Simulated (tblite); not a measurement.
## C4H3F2O2 (charge −1): molecular dynamics

System: C4H3F2O2, charge −1.
Method: GFN2-xTB Langevin dynamics, gas phase (tblite 0.8.0).

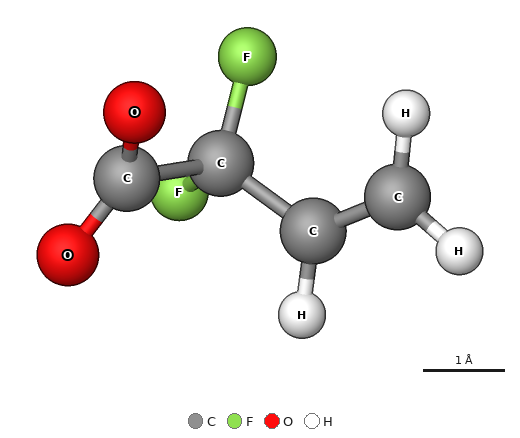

The input geometry (ball-and-stick view, seen at a tilt).

**Input file**
```
{"job": {"kind": "md", "xc": "GFN2-xTB", "basis": "xTB", "temperature": 300, "steps": 2000, "every": 50}, "charge": -1, "multiplicity": 1}
C      1.708125     0.290981    -0.358726
C      0.764401    -0.383721     0.285791
C     -0.606579    -0.574140    -0.210868
F     -1.111302    -1.804766     0.157354
F     -0.682769    -0.574583    -1.582826
C     -1.557685     0.642913     0.424816
O     -1.617627     1.621429    -0.298509
O     -2.003679     0.365003     1.525231
H      2.666763     0.496538     0.088986
H      1.538977     0.670652    -1.351537
H      0.906801    -0.747635     1.294324
```

The first line tells a small driver script what to run in tblite; the rest is the geometry in Å.

Run on 1 CPU thread, shared host.

Launched with:
```bash
OMP_NUM_THREADS=1 python <driver script> task.json out
```

**Log**
```
t/fs     T/K      E/eV
    0.0   263.2   -759.57941
   25.0   167.3   -759.28297
   50.0   213.5   -759.29245
   75.0   151.9   -759.24317
  100.0   245.7   -759.39373
  125.0   177.0   -759.27738
  150.0   301.4   -759.42115
  175.0   224.5   -759.38081
  200.0   237.0   -759.28565
  225.0   280.6   -759.23711
  250.0   277.9   -759.10529
  275.0   183.0   -759.20240
  300.0   257.5   -759.21325
  325.0   221.1   -759.22514
  350.0   308.3   -759.25442
  375.0   366.8   -759.23673
  400.0   394.4   -759.24055
  425.0   242.2   -759.14061
  450.0   386.4   -759.27031
  475.0   303.8   -759.25355
  500.0   235.4   -759.17008
  525.0   358.0   -759.28227
  550.0   377.3   -759.24377
  575.0   324.4   -759.16375
  600.0   230.4   -759.15988
  625.0   307.3   -759.28421
  650.0   192.5   -759.23283
  675.0   211.0   -759.22567
  700.0   287.7   -759.22792
  725.0   293.8   -759.28980
  750.0   294.7   -759.26737
  775.0   308.3   -759.24887
  800.0   351.5   -759.27482
  825.0   307.5   -759.20101
  850.0   370.4   -759.12085
  875.0   299.1   -759.14860
  900.0   294.5   -759.20488
  925.0   261.0   -759.16765
  950.0   334.9   -759.35330
  975.0   373.8   -759.19765
 1000.0   441.2   -759.24967
```

**Trajectory as extended XYZ (Å, eV, eV/Å), 9 of the 41 frames kept, from step=0 to step=40**
```
11
Properties=species:S:1:pos:R:3:forces:R:3 step=0 time_fs=0.0 energy=-759.57941 temperature=263.2
C     1.7081    0.2910   -0.3587    0.0023   0.0065  -0.0055
C     0.7644   -0.3837    0.2858   -0.0013   0.0007   0.0010
C    -0.6066   -0.5741   -0.2109    0.0012  -0.0032   0.0070
F    -1.1113   -1.8048    0.1574   -0.0006   0.0044  -0.0061
F    -0.6828   -0.5746   -1.5828   -0.0030  -0.0048  -0.0039
C    -1.5577    0.6429    0.4248   -0.0011   0.0035   0.0094
O    -1.6176    1.6214   -0.2985   -0.0016  -0.0011  -0.0012
O    -2.0037    0.3650    1.5252    0.0011  -0.0002  -0.0062
H     2.6668    0.4965    0.0890    0.0001  -0.0014   0.0023
H     1.5390    0.6707   -1.3515    0.0006  -0.0033   0.0025
H     0.9068   -0.7476    1.2943    0.0023  -0.0011   0.0009
11
Properties=species:S:1:pos:R:3:forces:R:3 step=5 time_fs=125.0 energy=-759.27738 temperature=177.0
C     1.6225   -0.0426   -0.1633   -0.4929  -0.0398  -0.4864
C     0.5367   -0.5990    0.4331    1.9008   1.1047  -0.8666
C    -0.7728   -0.7829   -0.1775    0.1580   1.4130  -0.9458
F    -1.2732   -2.0153    0.0630   -0.3658  -0.4629  -0.1461
F    -0.6043   -0.6637   -1.5859   -0.5569  -0.3693   0.8253
C    -1.8564    0.4240    0.4333    0.3598   0.2352  -0.1063
O    -2.0487    1.3847   -0.2843    0.1992  -0.4059  -0.3168
O    -2.1943    0.1537    1.5656   -0.1289  -0.3991   0.3600
H     2.5565    0.0141    0.3642    0.0502   0.1193   0.4542
H     1.7616    0.3801   -1.1936   -0.8729  -0.8147   1.0294
H     0.6416   -0.8074    1.4805   -0.2505  -0.3805   0.1991
11
Properties=species:S:1:pos:R:3:forces:R:3 step=10 time_fs=250.0 energy=-759.10529 temperature=277.9
C     1.6835   -0.5189   -0.1985   -0.1486  -0.0424   1.0393
C     0.5592   -0.9226    0.4448   -0.1378   0.3686  -1.7574
C    -0.8371   -0.9368   -0.1410    0.8193   0.7250   0.6233
F    -1.3731   -2.1815   -0.0143   -0.3146  -0.7536   0.2009
F    -0.9176   -0.6814   -1.4634    0.3544   0.1032  -1.0107
C    -1.9281    0.1534    0.6005    1.4858   0.8588  -1.7211
O    -1.9819    1.2329    0.0625    0.3070   0.6754  -0.8082
O    -2.4651   -0.2988    1.5459   -1.4330  -1.7117   2.7909
H     2.6846   -0.3593    0.3742   -1.8242  -0.4281  -1.2382
H     1.6196   -0.2839   -1.2861    0.2594   0.0223   1.2559
H     0.4357   -1.3265    1.4257    0.6323   0.1825   0.6252
11
Properties=species:S:1:pos:R:3:forces:R:3 step=15 time_fs=375.0 energy=-759.23673 temperature=366.8
C     1.4150   -0.2366    0.0458   -3.1678  -1.7067  -0.4107
C     0.5085   -1.1188    0.4988    0.8987  -0.5196   1.0030
C    -0.8314   -1.2790   -0.0535    0.3599   0.7175   0.6865
F    -1.3349   -2.5338    0.0688   -0.1689  -0.6034   0.0849
F    -0.9360   -0.9783   -1.3565    0.0117   0.1347  -1.3944
C    -1.7760   -0.1726    0.7944    1.7517   0.4602  -0.7475
O    -1.4265    0.9734    0.5871   -0.2899   0.2336  -0.1693
O    -2.5186   -0.7409    1.5291   -1.8739  -0.6847   1.4705
H     2.2637    0.0311    0.4964    2.8905   0.5426   1.8345
H     1.1967    0.3049   -0.8189   -0.4179   0.6104  -1.1923
H     0.6380   -1.7147    1.4558    0.0060   0.8153  -1.1652
11
Properties=species:S:1:pos:R:3:forces:R:3 step=20 time_fs=500.0 energy=-759.17008 temperature=235.4
C     1.6630   -0.4245   -0.0539    2.2378   1.3799  -0.8161
C     0.8644   -1.3615    0.3909   -0.3966   0.7164  -0.2131
C    -0.5741   -1.3897    0.1379   -0.0469  -1.4281  -1.3957
F    -1.0702   -2.7190    0.2333    0.6687   1.0405  -0.3117
F    -0.7564   -1.0477   -1.2241   -0.3000  -0.2489   0.8945
C    -1.4935   -0.4853    1.0529   -1.4562   0.7145  -0.0918
O    -1.1171    0.6894    1.1536   -0.1660  -0.8194   0.2758
O    -2.5205   -1.0878    1.3974    0.8316   0.8309   0.2602
H     2.7963   -0.4440    0.1260   -1.7851   0.0225   0.0224
H     1.3465    0.4114   -0.6835    0.0001  -0.5672   0.2008
H     1.2571   -2.0190    1.0820    0.4125  -1.6411   1.1746
11
Properties=species:S:1:pos:R:3:forces:R:3 step=25 time_fs=625.0 energy=-759.28421 temperature=307.3
C     1.9894   -0.5328    0.1932   -1.9150  -0.9145  -0.1570
C     0.9110   -1.1674    0.6752   -0.0477  -0.4011  -0.1011
C    -0.4407   -1.2434    0.0345   -0.2556  -0.7564   0.7208
F    -0.8259   -2.6099   -0.2163    0.5292   1.2204   0.3873
F    -0.4767   -0.6904   -1.1970    0.0348   0.2721  -0.5131
C    -1.5161   -0.5047    1.0986   -1.4980  -1.9249   0.5169
O    -1.1050    0.5728    1.4756    0.0183   0.5509   0.0003
O    -2.4990   -1.2099    1.4213    1.7138   1.2690  -0.7562
H     2.9038   -0.6439    0.6812    1.1314   0.2937   0.6851
H     1.9640   -0.0480   -0.7635   -0.0138   0.0917  -0.0662
H     0.8856   -1.6736    1.6594    0.3026   0.2991  -0.7169
11
Properties=species:S:1:pos:R:3:forces:R:3 step=30 time_fs=750.0 energy=-759.26737 temperature=294.7
C     1.6051   -0.2299    0.4308    0.5280  -0.2036  -0.0748
C     0.7069   -1.2474    0.4481    1.6903   2.0768  -0.3010
C    -0.6257   -1.1775   -0.0924    0.0231   1.1439  -1.0600
F    -1.0534   -2.3950   -0.5375   -0.4547  -0.2562   0.1944
F    -0.7298   -0.3681   -1.2298    0.1737  -0.3442   0.1492
C    -1.5444   -0.3660    1.0651    0.6389   1.8978  -1.4566
O    -1.3671    0.8584    0.9679   -0.3201  -1.9602   0.5269
O    -2.2096   -1.1328    1.6999   -0.9122  -0.4419   1.2612
H     2.5575   -0.3226    1.0270   -1.1089   0.0865  -0.7181
H     1.5521    0.7042   -0.1970   -0.3470  -1.3360   0.9125
H     0.9072   -2.1177    1.0128    0.0889  -0.6629   0.5664
11
Properties=species:S:1:pos:R:3:forces:R:3 step=35 time_fs=875.0 energy=-759.14860 temperature=299.1
C     1.5042   -0.2726    0.3305   -1.8031   1.5154  -0.2922
C     0.5501   -1.2112    0.2184    1.4647   0.7174  -0.5054
C    -0.7093   -0.9567   -0.5195   -0.9502  -1.6806   1.6352
F    -1.3310   -2.2198   -0.8979    0.4679   1.0370   0.6905
F    -0.5653   -0.3904   -1.6959    0.3042   1.1237  -1.3281
C    -1.6490   -0.0709    0.5944    0.0046   1.7294  -0.1040
O    -1.7090    1.1544    0.4045    0.4239  -1.5447  -0.5842
O    -2.0568   -0.7250    1.5281   -0.1589  -0.8378   0.1726
H     2.3603   -0.3095    0.9505    0.5780  -0.5530   0.2712
H     1.2718    0.7842    0.0253    0.2214  -1.2184  -0.0177
H     0.8010   -2.1859    0.5992   -0.5525  -0.2886   0.0621
11
Properties=species:S:1:pos:R:3:forces:R:3 step=40 time_fs=1000.0 energy=-759.24967 temperature=441.2
C     1.5972   -0.6007    0.0246   -1.8769   0.2772   0.0289
C     0.4423   -1.1994    0.3193    0.0768  -0.9380   0.3766
C    -0.8692   -0.8909   -0.2186   -1.0878  -0.5675  -1.1643
F    -1.7516   -2.0333   -0.2870    1.0291   0.9519   0.4532
F    -0.7843   -0.5878   -1.5804   -0.0859   0.3931   0.5307
C    -1.7162    0.3294    0.7395    0.3378  -0.0949  -1.1796
O    -1.5960    1.4386    0.2200   -0.3685  -1.4563   1.2960
O    -2.2355   -0.2574    1.6713    0.2042   1.1712  -0.3213
H     2.4362   -0.8607    0.5780    1.3872  -0.1854   0.4719
H     1.5545    0.2773   -0.5755    0.3818   0.2173  -0.4239
H     0.4250   -2.0361    1.0229    0.0021   0.2315  -0.0681
```

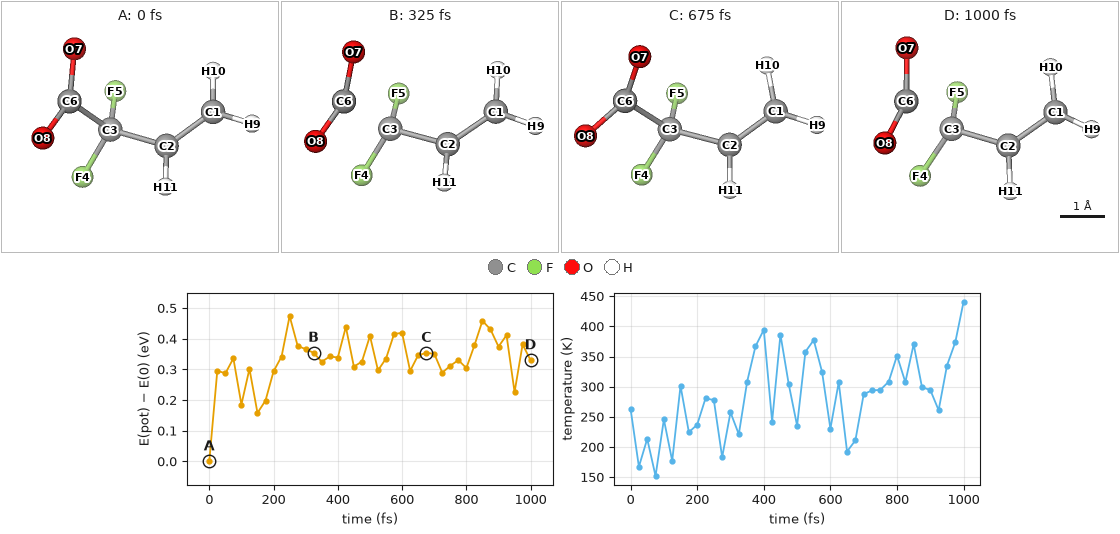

Frames of the molecular dynamics (ball-and-stick, seen at a tilt) above the curves, on which the letters mark them. The trajectory kept here has 41 frames over 1000 fs. The temperature starts at 263 K, ranges from 152 to 441 K and averages 307 K over the second half. The potential energy ends 0.330 eV above its first value. After an unweighted best fit of the last frame on the first, the root-mean-square displacement is 0.15 Å, and H10 has moved furthest (0.25 Å).

**Summary**

- outcome: finished
- mean temperature over the second half: 307 K
- trajectory: 41 frames kept, 1000 fs
- wall time: 23 s
- peak memory: 0.18 GiB
